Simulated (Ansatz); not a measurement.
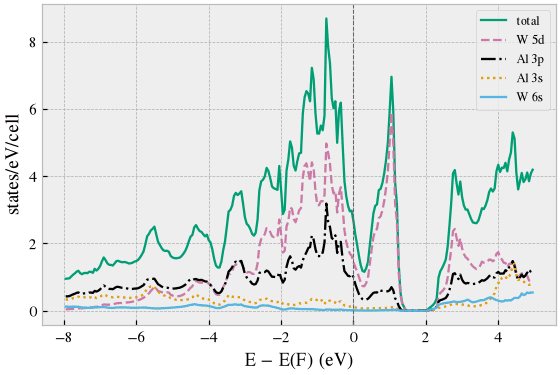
*Total and projected density of states of Al₂W in space group Fddd (No. 70; Al on 16f, W on 8b), PBEsol in the plane-wave PAW code Ansatz*

Q: Which orbitals carry the states next to the Fermi level?

A: Within 0.5 eV of the Fermi level: W 5d 60 %, Al 3p 32 %. Projections are on Löwdin-orthogonalised atomic valence shells; empty p or d shells of many metals are not among them.

Q: Where is the tallest occupied peak in this window, and what makes it?

A: Near -0.8 eV, about 8.7 states/eV per cell; the largest projected share is W 5d.

The start of the workflow was typed in or built on a structure type; neither database checked (COD, Materials Project) lists it. Whether it is the stable phase at ambient conditions was not checked. Symmetry was held in the PBEsol relaxation; whether a distortion lowers the energy is not shown. The run is not spin-polarised. Spin–orbit coupling is left out wherever it is not named.

Potentials: the later of the program's two PAW sets.
